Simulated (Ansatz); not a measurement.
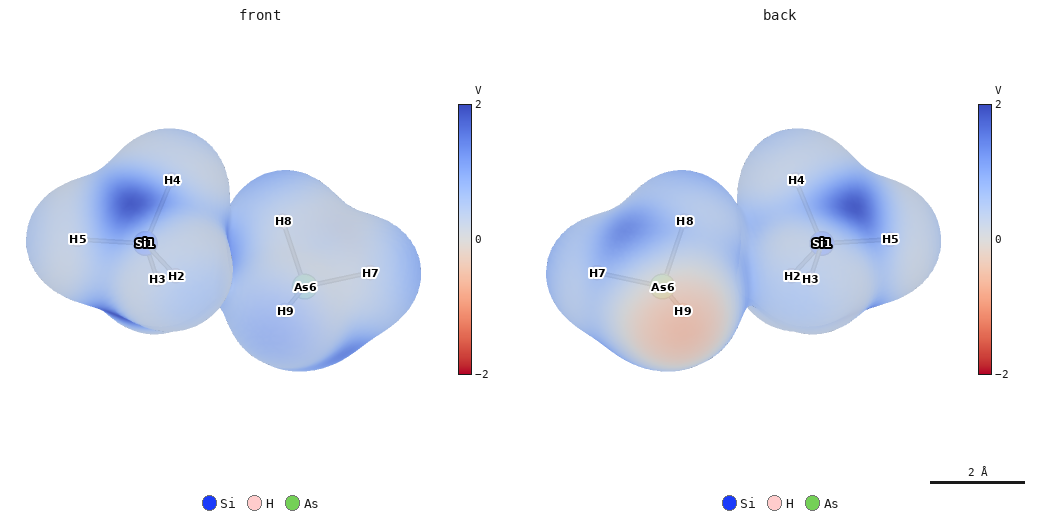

*SiH4···AsH3 (SMILES [SiH4].[AsH3]). The molecular electrostatic potential painted on the density surface at 0.004 e/bohr³, seen from the front and from behind; red is negative and blue positive.*

Geometry: rigid move from PBE0-D4/def2-TZVP.

Method: RKS PBE0-D4/def2-TZVPPD in Ansatz.

```yaml
atoms:
  - { symbol: Si, position_ang: [-0.0300, 0.0670, -1.7737] }
  - { symbol: H, position_ang: [-0.9264, 1.1678, -1.3392] }
  - { symbol: H, position_ang: [-0.4108, -1.1858, -1.0721] }
  - { symbol: H, position_ang: [1.3752, 0.4110, -1.4406] }
  - { symbol: H, position_ang: [-0.1591, -0.1297, -3.2400] }
  - { symbol: As, position_ang: [-0.1228, -0.6865, 2.0866] }
  - { symbol: H, position_ang: [0.1814, 0.2625, 3.2370] }
  - { symbol: H, position_ang: [1.0967, -0.2146, 1.3078] }
  - { symbol: H, position_ang: [-1.0182, 0.3392, 1.4071] }
```

### Where is the surface potential most negative and most positive?

The most negative region (about −0.5 V) lies over As6, the most positive (about +1.8 V) over Si1.
